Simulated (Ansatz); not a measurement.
System: Cl₃FH₂MoO₂ (SMILES [OH][Mo]([OH])([F])([Cl])([Cl])[Cl]).

The calculation's input:

```
crystal:
  periodic: [false, false, false]
  atoms:
    - {symbol: Cl, position_ang: [1.585194, 1.822060, 0.273085]}
    - {symbol: Cl, position_ang: [-0.475437, 0.558928, -1.937723]}
    - {symbol: Cl, position_ang: [-1.392675, 1.364386, 1.101853]}
    - {symbol: F, position_ang: [0.753863, -0.487428, 1.900952]}
    - {symbol: Mo, position_ang: [0.210198, -0.055133, 0.186576]}
    - {symbol: O, position_ang: [-1.048622, -1.368842, 0.232954]}
    - {symbol: O, position_ang: [1.628104, -0.957446, -0.511984]}
    - {symbol: H, position_ang: [-2.001120, -1.441285, 0.387083]}
    - {symbol: H, position_ang: [2.503848, -0.748901, -0.866723]}
basis:
  gaussian:
    orbitals: def2-SVPD
magnetization:
  spin_polarized: false
  initial_magnetization: 0
hamiltonian:
  xc: pbe0
output:
  forces: true
  orbitals: {seedname: orbitals}
```

Command:

```sh
ansatz run input.yaml --threads 2 --pin off --max-ram 6090MiB --events-out events.jsonl --progress --plain --runs-dir runs
```

Geometry: PBE0-D4/def2-SVP; core potentials replace the inner electrons of Mo.

Theory: isolated molecule in a Gaussian basis; Kohn-Sham density functional theory, functional PBE0 in Ansatz 0.2.0.

What can the converged electron density and electron localisation function tell about the bonding?

Answer. Mo–O (1.82 Å): ρ at the midpoint is about 1.3 e/Å³; the ELF peaks at about 0.85 in the valence shell of O, 0.5 Å from its nucleus, and drops to about 0.30 between the two atoms.
Mo–Cl (2.33 Å): the density is about 0.62 e/Å³ at the midpoint; the ELF peaks at about 0.85 in the valence shell of Cl, 0.8 Å from its nucleus, and is about 0.40 at the midpoint.
O–H (0.97 Å): ρ is about 3.7 e/Å³ halfway; the ELF climbs to about 1 towards the hydrogen, as it does in any bond to H; a covalent bond by its length.

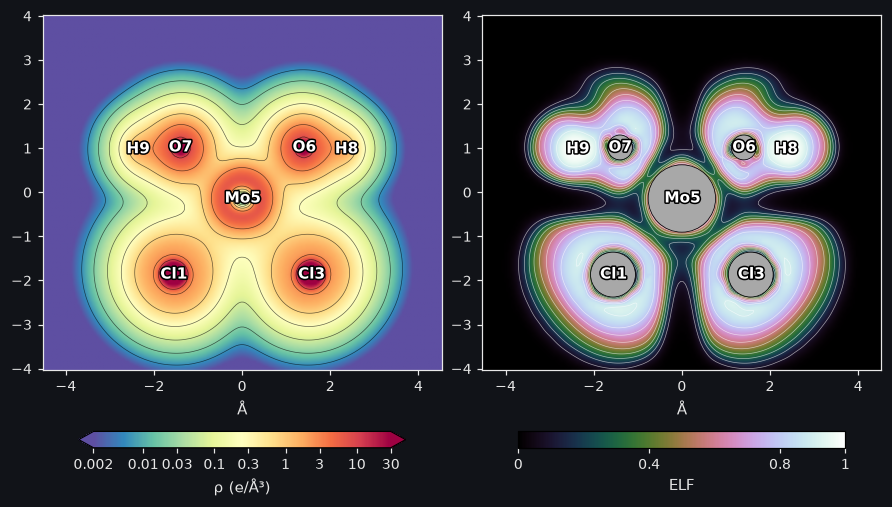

Computed electron density and electron localisation function on the plane of atoms O6, Mo5 and O7, in this order. Grey discs cover the atomic cores in the ELF map. 
